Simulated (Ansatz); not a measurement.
```xyz
5

C    -3.0200   -0.9579    0.2723
C    -3.8708   -1.1711   -0.8016
F    -3.4003   -1.4327   -2.1650
H    -2.8030    0.0525    0.6439
H    -2.7925   -1.7537    0.9941
```

Geometry: B3LYP-D4/def2-TZVPD; the highest occupied orbital lies above zero, a sign that basis and functional describe the outermost electron poorly.

Computed with Ansatz, isolated molecule in a Gaussian basis; Kohn-Sham density functional theory, functional PBE0.

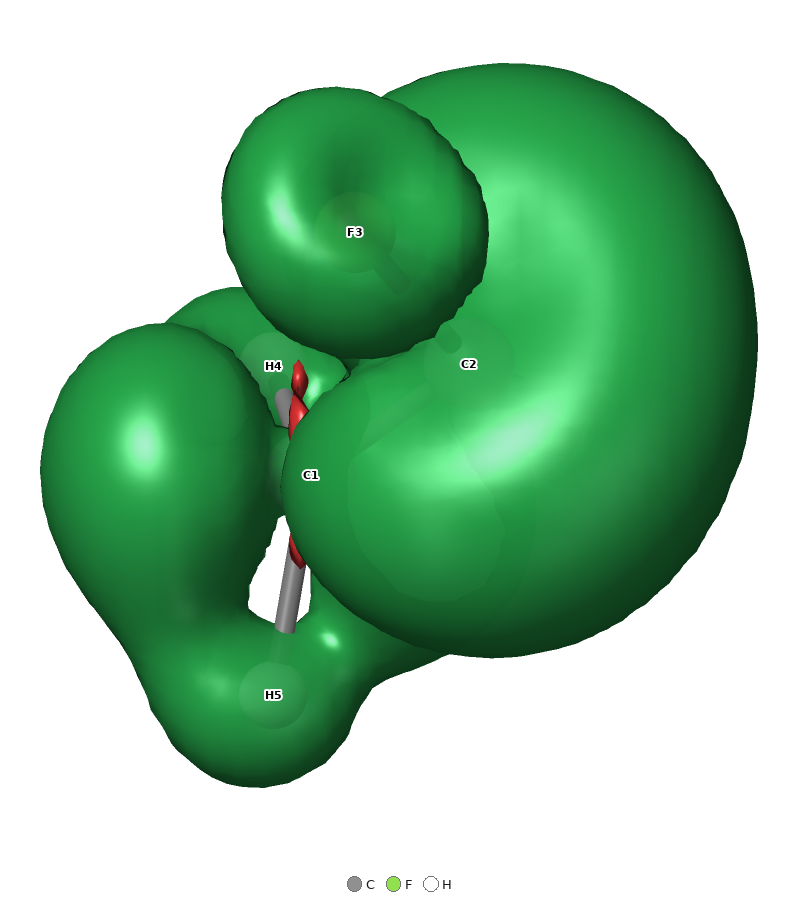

C₂H₂F (SMILES C=[C-]F) (charge −1, triplet). Isosurfaces of the spin density (α minus β) at +0.03 (green) and −0.03 e/Å³ (red), seen at an oblique angle.

> Where is the unpaired spin?

The unpaired spin (2 electrons) lies mostly on C2 (about 1.2), C1 (about 0.4), F3 (about 0.2), H4 (about 0.1) and H5 (about 0.1), in electrons by Hirshfeld's partition.
